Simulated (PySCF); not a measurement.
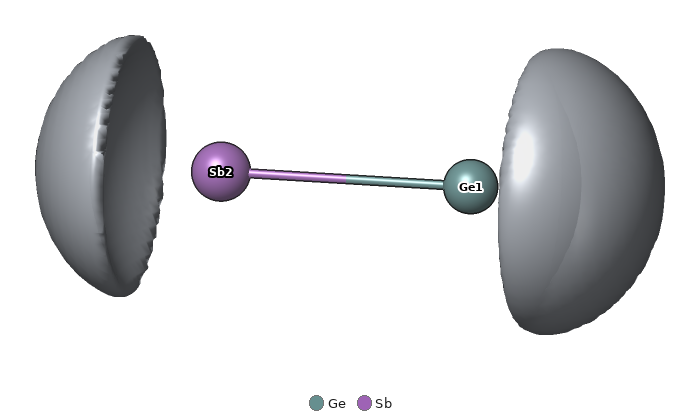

GeSb (charge +1, triplet). Isosurface of the electron localisation function at 0.8 (grey), seen from one side. Only the valence region is drawn (cores and ρ < 0.01 e/Å³ removed).

Core potentials replace the inner electrons of Sb.

The calculation used PBE0/def2-SVP, non-relativistic Hamiltonian with scalar-relativistic core potentials where named, at a bond length of 2.608 Å in PySCF 2.14.0.

```
atom   x (Å)   y (Å)    z (Å)
  Ge  0.0000  0.0000  -1.6185
  Sb  0.0000  0.0000   0.9895
```

### What do the ELF domains correspond to?

The surface consists of one lobe on Ge, pointing away from the bonds (non-bonding electrons) and one lobe on Sb, pointing away from the bonds (non-bonding electrons). Profiles from the grid: Ge–Sb (2.61 Å): the ELF peaks at about 0.75 between the atoms; localised, covalent bonding.
